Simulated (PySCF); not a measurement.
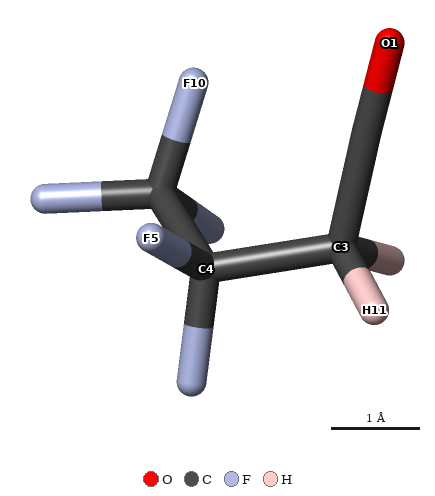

The input geometry (stick view, seen at a tilt; atoms are numbered from 1 in the order of the input).

## Excited-state calculation of C4H2F5O (charge +1)

The run: excited-state calculation of C4H2F5O, charge +1, SMILES [O+]#CCC(F)(F)C(F)(F)F. Method and program: TDDFT PBE0/def2-SVPD, vertical, IEF-PCM dichloromethane (non-equilibrium linear response), core orbitals frozen in the response (PySCF 2.14.0).

The geometry comes from this level: PBE0-D3(BJ)/def2-SVP. It belongs to a series of runs on one base structure; here: solvent dichloromethane.

### What the program printed
```
coarse grid: 12104 points
cycle   1  E = -726.2133512767  dE =  2.235e+00  |g| = 1.217e+00  |ddm| = 4.513e+00
cycle   2  E = -725.5717633547  dE =  6.416e-01  |g| = 2.301e+00  |ddm| = 3.311e+00
cycle   3  E = -726.4744612133  dE = -9.027e-01  |g| = 3.489e-01  |ddm| = 2.153e+00
cycle   4  E = -726.4949530007  dE = -2.049e-02  |g| = 9.783e-02  |ddm| = 3.558e-01
cycle   5  E = -726.4965472975  dE = -1.594e-03  |g| = 2.176e-02  |ddm| = 9.466e-02
cycle   6  E = -726.4966332749  dE = -8.598e-05  |g| = 4.796e-03  |ddm| = 3.276e-02
cycle   7  E = -726.4966375236  dE = -4.249e-06  |g| = 1.349e-03  |ddm| = 6.944e-03
final grid: 124808 points
cycle   8  E = -726.5996121756  dE = -2.624e-05  |g| = 1.329e-02  |ddm| = 8.916e-02
cycle   9  E = -726.5995048898  dE =  1.073e-04  |g| = 2.760e-02  |ddm| = 3.256e-02
cycle  10  E = -726.5996443652  dE = -1.395e-04  |g| = 2.072e-03  |ddm| = 2.184e-02
cycle  11  E = -726.5996451268  dE = -7.617e-07  |g| = 2.653e-04  |ddm| = 2.066e-03
cycle  12  E = -726.5996451366  dE = -9.816e-09  |g| = 9.571e-05  |ddm| = 3.719e-04
cycle  13  E = -726.5996451385  dE = -1.814e-09  |g| = 1.954e-05  |ddm| = 1.490e-04
cycle  14  E = -726.5996451385  dE = -7.776e-11  |g| = 5.456e-06  |ddm| = 3.692e-05
```

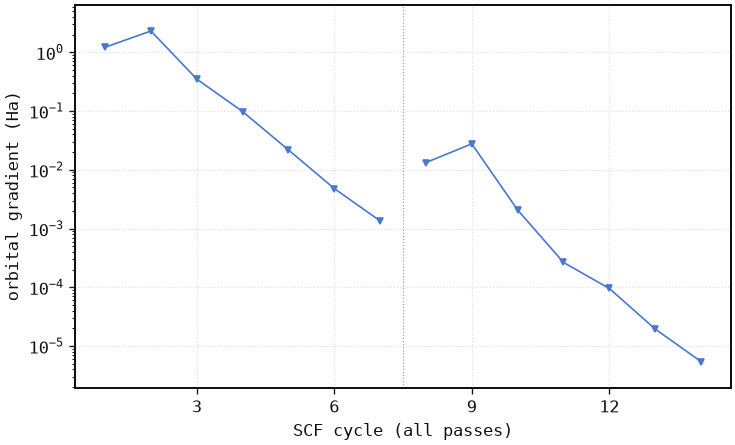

Convergence of the self-consistent field: orbital gradient against the SCF cycle. The dotted line marks the change from a coarse to the final integration grid. The first 7 cycles use a coarse grid, the final grid takes over at cycle 8, and the field converges after 14 cycles in all.

```
converged SCF energy = -726.5996451385

Static polarisability (au): isotropic 59.005, principal 50.622 54.434 71.961

Singlet excitations
state   eV       nm        f      main configurations
  1   6.5932    188.0   0.07212   H->L 0.94
  2   6.7744    183.0   0.01152   H->L+1 0.94
  3   8.0524    154.0   0.00999   H-2->L 0.49, H-1->L 0.30
  4   8.2855    149.6   0.00394   H-1->L 0.62, H-2->L 0.26
  5   8.4592    146.6   0.00165   H-3->L 0.58, H-7->L 0.19, H-4->L 0.09
  6   8.4896    146.0   0.01378   H-2->L+1 0.64, H-1->L+1 0.23
```

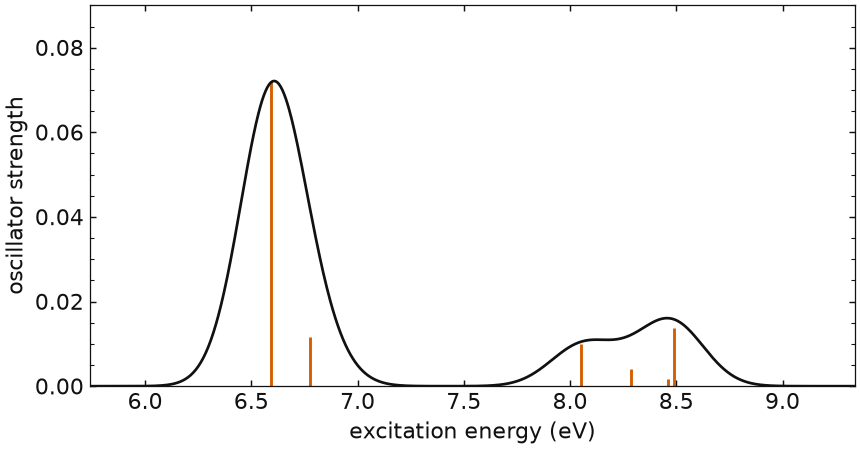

Computed excitations as sticks (degenerate states added up, dark ones marked on the axis), with a Gaussian envelope of 0.35 eV full width at half maximum, scaled to the tallest. Of the 6 states the lowest lies at 6.59 eV (f = 0.072); the strongest line is at 6.59 eV, or 188 nm (f = 0.072).

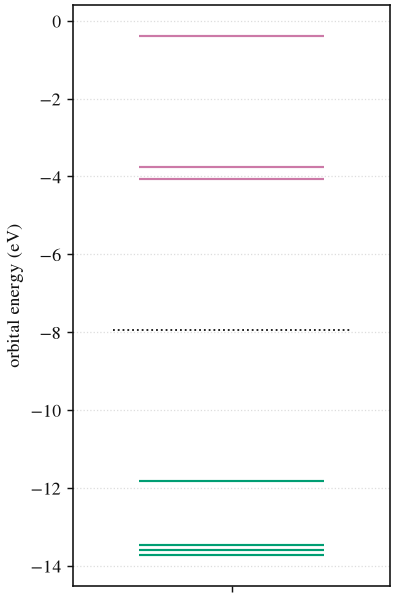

Orbital energies near the frontier; the dotted line parts filled from empty levels, and levels within 0.02 eV of each other stand side by side. Highest filled −11.81 eV, lowest empty −4.07 eV, 7.74 eV apart.

The run was set up as follows.

### Input
```
{"job": {"kind": "uv", "xc": "PBE0", "basis": "def2-SVPD", "solvent": "dichloromethane", "nstates": 6, "ntriplets": 0}, "charge": 1, "multiplicity": 1}
O     -2.332215     1.569155     0.179970
C     -1.727600     0.640142     0.056943
C     -0.996251    -0.572609    -0.116507
C      0.473617    -0.328925    -0.598166
F      0.437322     0.467121    -1.662434
F      0.978622    -1.503727    -0.914946
C      1.300032     0.344900     0.525068
F      1.391088    -0.479509     1.550375
F      2.475675     0.702101     0.101937
F      0.597820     1.426715     0.907816
H     -1.528430    -1.169193    -0.884618
H     -1.019228    -1.121425     0.845570
```

The first line tells a small driver script what to run in PySCF; the rest is the geometry in Å.

Launch command:
```bash
OMP_NUM_THREADS=1 python <driver script> task.json out
```

### Results in brief

```csv
quantity,value
outcome,converged
total energy,−726.599645 hartree
HOMO,−11.81 eV
LUMO,−4.07 eV
mean polarisability,59.01 a.u.
lowest excitation,6.59 eV
hardware,"1 CPU thread, shared host"
wall time,26 s
peak memory,1.1 GiB
```
